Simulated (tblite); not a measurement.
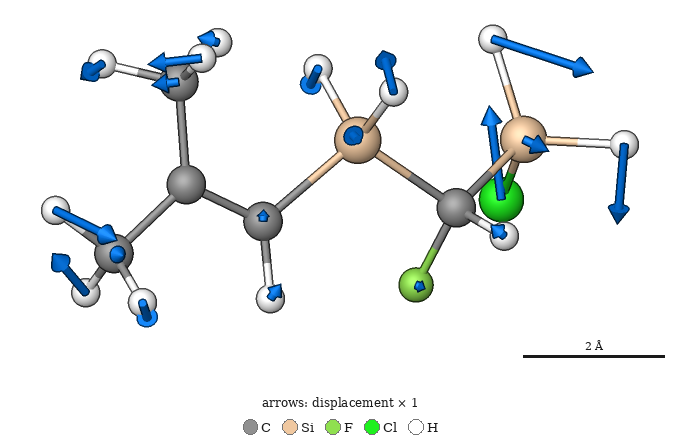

A relaxation of C₅H₁₂ClFSi₂. The starting structure is drawn; blue arrows show the displacements, at their true length. The two geometries are superimposed by the best rigid fit.

Style: ball-and-stick. Shown at a tilt.

Theory: GFN2-xTB geometry optimisation, gas phase in tblite. 

**Describe the change and its energy.**

After 161 geometry steps the energy has fallen by 71.5 kJ/mol. The atom that moves furthest after the best rigid fit is an H atom (1.70 Å). Largest moves by element: H 1.70 Å, Cl 1.39 Å, Si 0.43 Å, C 0.41 Å, F 0.16 Å. Some distances before and after: Cl–Si 2.097 → 2.007 Å, C–Si 1.858 → 1.926 Å, C–H 1.130 → 1.090 Å, H–Si 1.488 → 1.460 Å. Bond angles that change, for instance: C–C–C 124.4° → 114.3°, C–C–Si 118.4° → 127.0°, C–Si–H 106.9° → 114.6°. Groups turn about C–Si by about 60°, C–C by about 60°, C–C by about 25°. The run took 1.6 s on 1 thread of Arm Neoverse V2 (shared host).
